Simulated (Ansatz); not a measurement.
Formation energy of the bound charge states of Mn_Si in 4H silicon carbide (start: the Si(k) site; 96-site cell, 2×2×2 shifted sampling) against the Fermi level, C-rich (Δμ(Si) = -0.41 eV, Δμ(Mn) = -0.16 eV, bounded by Mn23C6 (Fm-3m); only phases computed here count, gases as isolated molecules at 0 K). All values below come from PBE, PAW (plane waves to 420 eV; Ansatz, a quantum-chemistry and plane-wave program).

Cell and caveats: 96-site cell; 2×2×2 shifted k-points; host gap 2.23 eV; charged states image-corrected; no Hubbard U; not converged in cell size; flagged in the runs: a host whose relaxation on this sampling wasn't shown to rest.

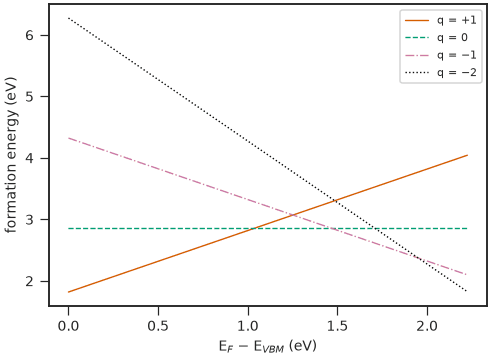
Formation energy of each charge state against the Fermi level

Crossings of the lowest lines: (+1/0) at 1.04 eV; (0/−1) at 1.46 eV; (−1/−2) at 1.95 eV. At the valence-band maximum: q = +1: 1.82 eV; q = 0: 2.86 eV; q = −1: 4.32 eV; q = −2: 6.27 eV.
